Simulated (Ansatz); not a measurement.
The reference is ZnGeP₂ in the chalcopyrite structure (space group I-42d, No. 122; a = 5.4242 Å, c = 10.7096 Å).

One thing is altered: cell and atoms relaxed at a pressure of 15 GPa.

Level of theory: PBEsol (Ansatz, an electronic-structure program), without spin-orbit coupling, earlier PAW set.

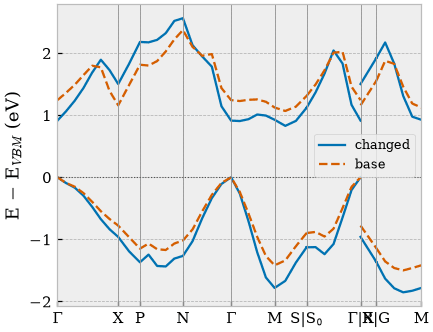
Figure: Highest valence and lowest conduction band along the path, each from its own valence-band maximum

Task: From the figure, how large is the changed gap, and is it direct?

Result: About 0.8 eV, indirect, Γ → M–S (33 % along).

Load acts through the strain it causes; cell and atoms are relaxed under it. Whether these cells are dynamically stable was not tested. No other phases were tried under pressure.
